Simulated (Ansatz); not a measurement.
## Fields on a plane of ZrPbO3 (cubic perovskite)

```yaml
crystal:
  lattice:
    - [4.14129, 0.00000, 0.00000]
    - [0.00000, 4.14129, 0.00000]
    - [0.00000, 0.00000, 4.14129]
  atoms:
    - { symbol: Zr, position: [0.00000, 0.00000, 0.00000] }
    - { symbol: Pb, position: [0.50000, 0.50000, 0.50000] }
    - { symbol: O, position: [0.50000, 0.00000, 0.00000] }
    - { symbol: O, position: [0.00000, 0.50000, 0.00000] }
    - { symbol: O, position: [0.00000, 0.00000, 0.50000] }
```

The slice is a {210} plane (indices of the conventional cell) through the point (0.000, 0.500, 0.000) (fractional), spanned by u = [100] and v = [021] in vectors of this cell: u (4.14 Å) and v (9.26 Å, at 90° to u). It covers one period; positions are fractions (u, v).

Atoms on it: Pb at (0.50, 0.50); O at (0.00, 0.00). Other atoms lie within 1 Å of the plane.

Method: PBEsol (plane waves to 420 eV, PAW, scalar-relativistic; Ansatz, a quantum-chemistry and plane-wave program). k mesh 8×8×8. These are valence fields of a PAW run, semicore shells included where kept as valence: close to a nucleus they are smooth pseudo fields. Spin-orbit coupling is left out, though Pb is heavy. This is a high-temperature form of ZrPbO3. ZrPbO3 is run without spin polarisation. ZrPbO3 was relaxed with its symmetry unable to fall.

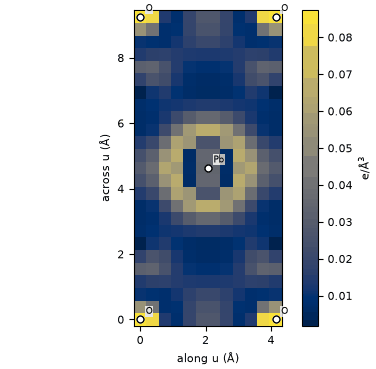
Fig. 1. Density of the lowest conduction band (whole band as if filled, smooth part) in e/Å³, one period of the plane, atoms marked. 

```
|%%##++::        ::++##|
|**++--............--++|
|==--::..::::::::..::--|
|++==::::--------::::==|
|++==--::--====--::--==|
|++==--::::----::::--==|
|++==--....::::....--==|
|==--::............::--|
|::::::::--------::::::|
|....::--++****++--::..|
|    ::++##@@@@##++::  |
|    ::++%%@@@@%%++::  |
|    ::++##@@@@##++::  |
|....::--++****++--::..|
|::::::::--------::::::|
|==--::............::--|
|++==--....::::....--==|
|++==--::::----::::--==|
|++==--::--====--::--==|
|++==::::--------::::==|
|==--::..::::::::..::--|
|**++--............--++|
|%%##++::        ::++##|
|@@%%++::        ::++%%|
```
Scale: ten equal steps from -1.45 (start of ' ') to 0.95 (end of '@'), in the order ' .:-=+*#%@'. Values: log₁₀ of the valence density in e/Å³. The map has 11 points along u (two characters each, u = 0 at the left) and 24 along v (v = 0 in the bottom row). The scale is logarithmic, as a density can span decades between atoms and voids.

* **Element round which the density of the highest valence band (whole band, smooth part) is largest on this plane**: O
